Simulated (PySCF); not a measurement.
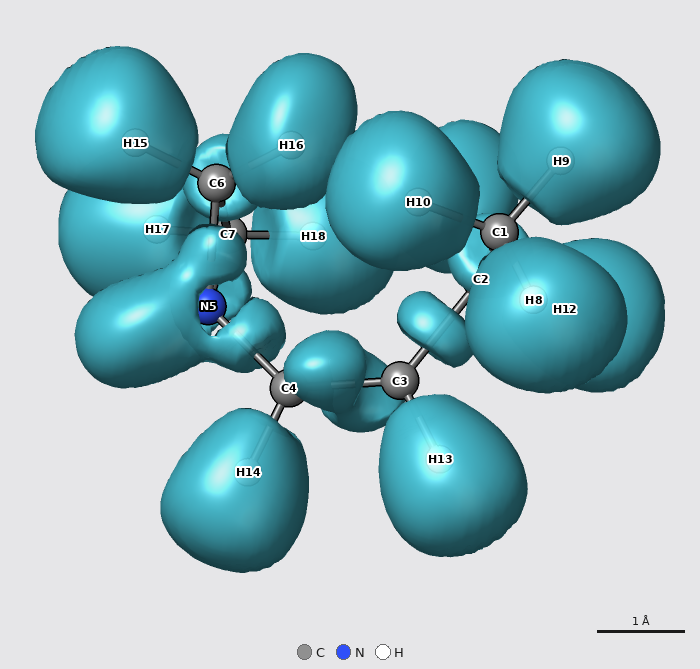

Figure 1: C$_{6}$H$_{11}$N (SMILES CC/C=C\N1CC1). Isosurface of the ELF at 0.75 (cyan), seen at an oblique angle. Core shells and regions of very low density are left out.

Geometry: GFN2-xTB.

These are results of PySCF 2.14.0, revPBE/pcSseg-1, SCF density, gas phase, non-relativistic, not measurements.

```xyz
18

C    -1.6097    1.6482   -0.3478
C    -1.4071    0.2456    0.2307
C    -0.8722   -0.6888   -0.8136
C     0.3562   -1.1546   -1.0168
N     1.5826   -0.9401   -0.3605
C     1.8944    0.2045    0.4618
C     1.7473   -1.1365    1.0625
H    -2.2912    1.6120   -1.1949
H    -2.0270    2.3142    0.4045
H    -0.6631    2.0604   -0.6921
H    -0.7600    0.2975    1.1055
H    -2.3756   -0.1381    0.5652
H    -1.6229   -1.0036   -1.5289
H     0.5039   -1.8396   -1.8469
H     2.8921    0.5942    0.2981
H     1.1534    0.9665    0.6603
H     2.6291   -1.6960    1.3472
H     0.8698   -1.3458    1.6657
```

**Where are the electrons localised?**

At this value the surface marks out four regions between bonded C–C atoms (shared pairs), eleven regions around hydrogen nuclei and one region on N in which the atom's valence shell and bonds are merged. Profiles from the grid: C–C (1.33 Å): the ELF peaks at about 0.95 between the atoms: a short, multiple covalent bond. C–N (1.41 Å): the ELF peaks at about 0.90 between the atoms, as expected for a covalent bond.
